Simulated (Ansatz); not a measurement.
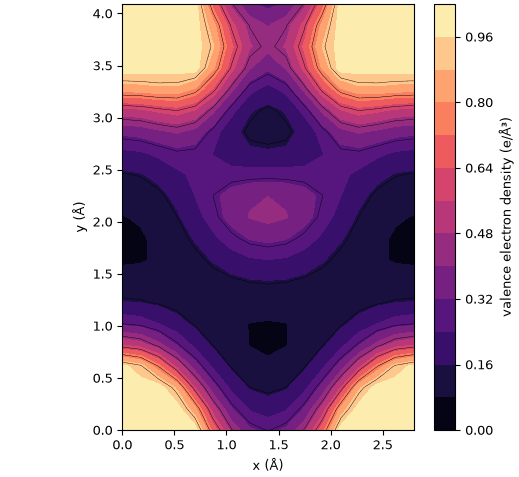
Valence electron density (e/Å³), cut off at 1 on a lattice plane, r²SCAN in the plane-wave PAW code Ansatz

Problem. Pick the material that matches.
A. C, I4_132 (C on 8a)
B. C, Im-3m (C on 12d)
C. SiC3, P-4m2 (C on 1a, C on 2g, Si on 1c)
D. Sc3Si5, P-62c (Sc on 6g, Si on 6h, Si on 2b, Si on 2d)

Solution. C, SiC3, P-4m2 (C on 1a, C on 2g, Si on 1c). Atoms in the plane, in fractions of its two edges: C at (0.00, 0.00), Si at (0.50, 0.71).

The density is the valence pseudo-density with augmentation charge, so density and ELF within about 1 Å of a nucleus are not all-electron values.

The start of the workflow was typed in or built on a structure type; neither database checked (COD, Materials Project) lists it. Its standing as an ambient phase is unchecked. The cell was relaxed with r²SCAN under the symmetry of its start; whether a distortion lowers the energy is not shown. Its formation energy is positive at this level, so the cell may be metastable or incomplete.

Potentials: the earlier of the program's two PAW sets.
